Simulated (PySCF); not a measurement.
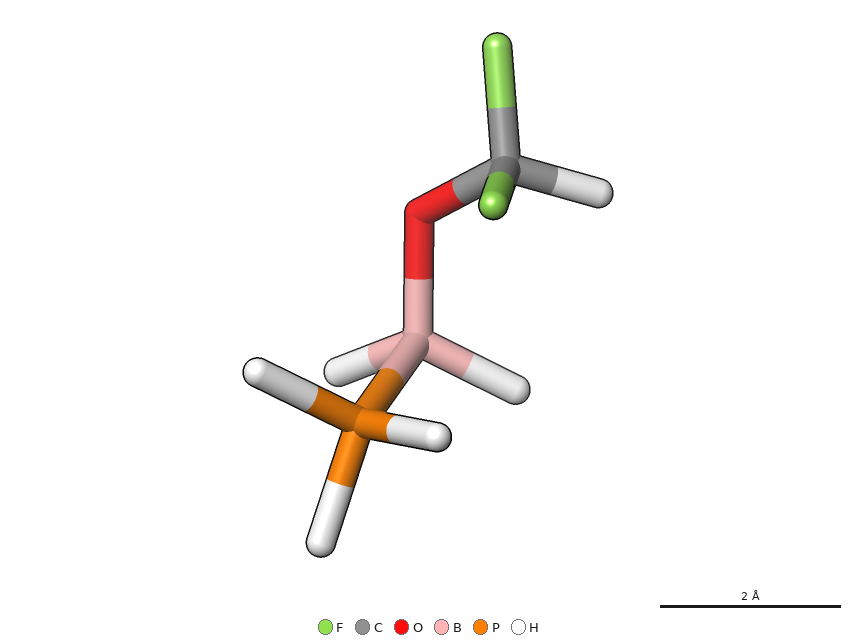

Every bond is drawn as one stick, whatever its order.

Describe the molecule.

The molecule is CH6BF2OP. Its SMILES string is `FC(F)O[BH2-][PH3+]`. It has no ring. Among its groups: C–F bond, B–H bond. This geometry has C1 symmetry. Coordination: 1 C tetrahedral; 1 O bent; 1 B tetrahedral; 1 P tetrahedral.

The parts below concern this one geometry. Atoms keep their numbers from picture to picture. The computed structure is the end point of a PBE0-D3(BJ)/def2-SVP optimisation. No frequency run is at hand to confirm it as a minimum.

## Shape

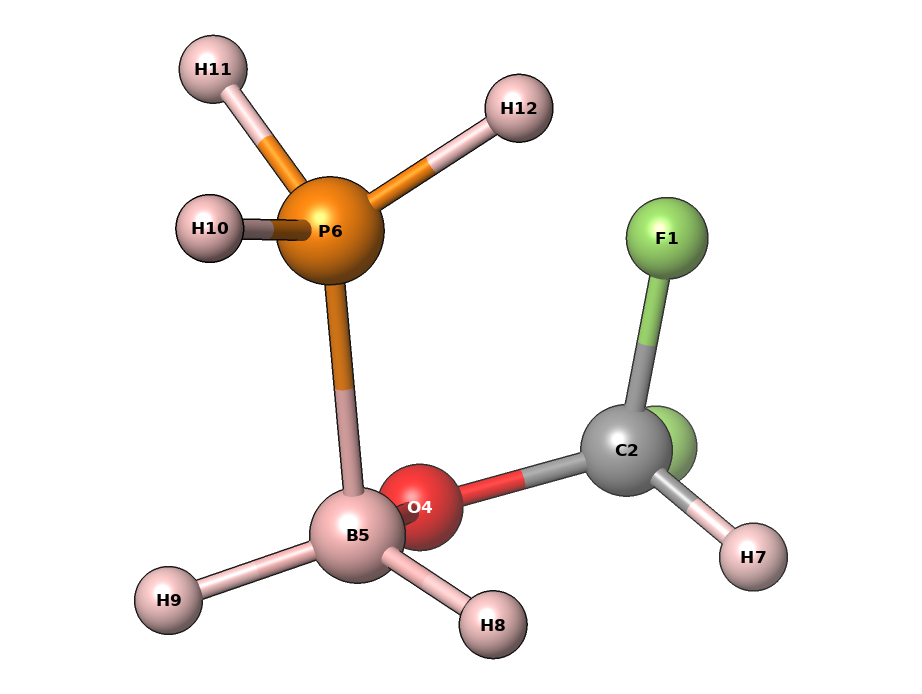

O4 lies behind B5. The molecule seen a little off the B5–O4 bond, B5 in front. Distant atoms are faded towards the background colour. No frequency run is at hand to confirm it as a minimum.

What is the torsion angle P6–B5–O4–C2? The sign is positive where the front bond must turn clockwise to cover the back bond.

Answer. 75°, synclinal (gauche).

## Electronic properties

No frequency run is at hand to confirm it as a minimum. Method: mPW1PW91/pcSseg-1, gas phase (PySCF 2.14.0).

What is the HOMO energy (Kohn–Sham orbital)?

Answer. −8.14 eV.

What is the dipole moment?

Answer. 4.62 D.

Estimate the HOMO–LUMO gap.

Answer. 8.24 eV.

## Spin–spin coupling

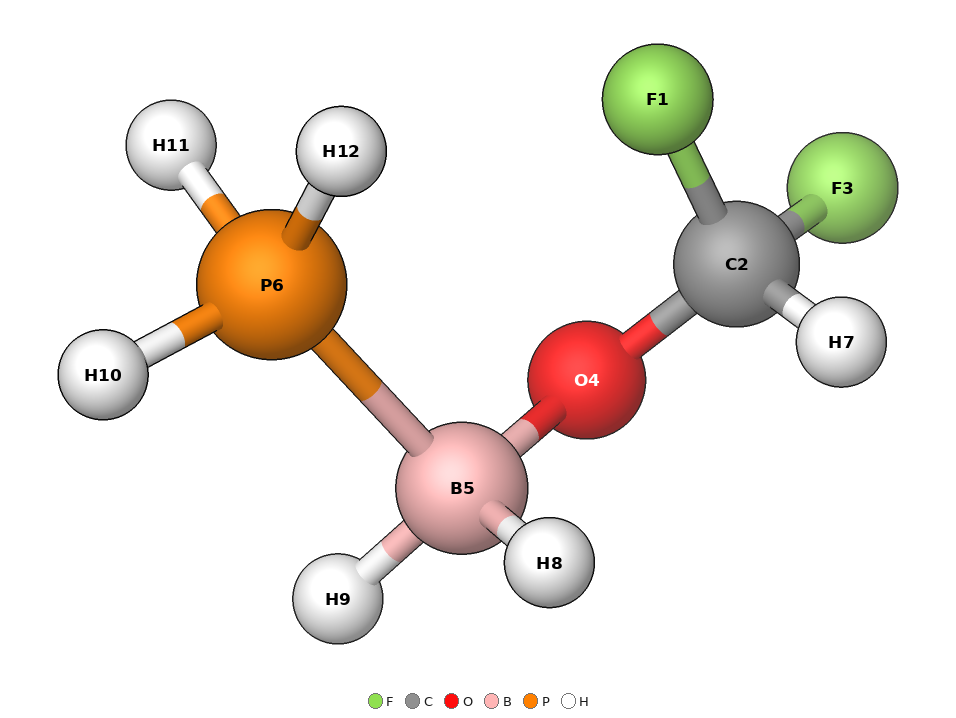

No frequency run is at hand to confirm it as a minimum. Level of theory: B3LYP/cc-pVTZ indirect spin-spin coupling, non-relativistic, gas phase (PySCF 2.14.0). Isotopes: 11B, 13C, 19F, 1H, 17O, 31P.

Give the spin–spin coupling constants of these pairs, with the number of bonds between them: F1/C2, C2/F3, B5/H9, P6/H11, P6/H12, F1/F3, F3/H7, F3/O4, C2/P6, B5/H7.

```tsv
pair	bonds apart	J (Hz)
F1, C2	1	−297.8
C2, F3	1	−296.7
B5, H9	1	133.3
P6, H11	1	245.6
P6, H12	1	255.0
F1, F3	2	74.2
F3, H7	2	71.1
F3, O4	2	−39.9
C2, P6	3	−1.6
B5, H7	3	0.7
```

Density functionals are unreliable for couplings to fluorine, so those rows may be far off.

## NMR shielding

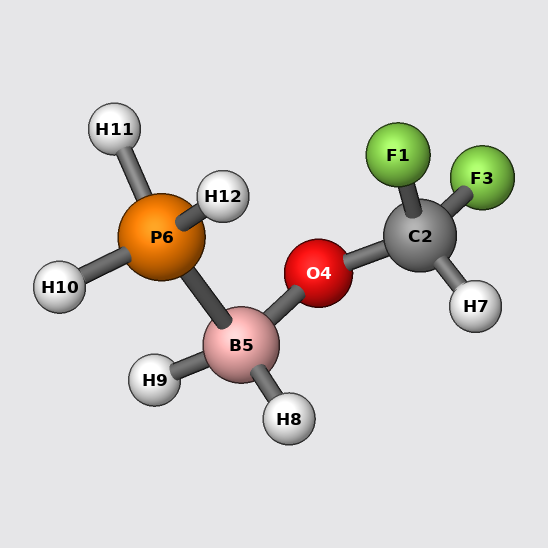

No frequency run is at hand to confirm it as a minimum. Level of theory: GIAO LC-wPBE/pcSseg-1 NMR shielding, non-relativistic, gas phase (PySCF 2.14.0). Principal shieldings σ11 ≤ σ22 ≤ σ33, span Ω = σ33 − σ11, skew κ = 3(σiso − σ22)/Ω.

Give the shielding tensors of the P atoms.

| atom | σ11 | σ22 | σ33 | σiso | Ω | κ |
| --- | --- | --- | --- | --- | --- | --- |
| P6 | 444.1 | 480.2 | 513.2 | 479.1 | 69.1 | −0.04 |

Shieldings and span in ppm.

## Quadrupole coupling

No frequency run is at hand to confirm it as a minimum. Electric field gradients from the ground-state density, PBE0/6-31G (PySCF 2.14.0), non-relativistic apart from any core potentials.

Give the largest field-gradient component, the quadrupole coupling constant and the asymmetry for 17O at O4 (Q = −25.6 mb), 11B at B5 (Q = 40.59 mb), 2H at H7 (Q = 2.86 mb), 2H at H8 (Q = 2.86 mb).

| atom | V_zz (a.u.) | e²qQ/h (MHz) | η |
| --- | --- | --- | --- |
| O4 | 1.609 | −9.68 | 0.57 |
| B5 | −0.215 | −2.05 | 0.99 |
| H7 | 0.271 | 0.182 | 0.01 |
| H8 | 0.196 | 0.132 | 0.08 |
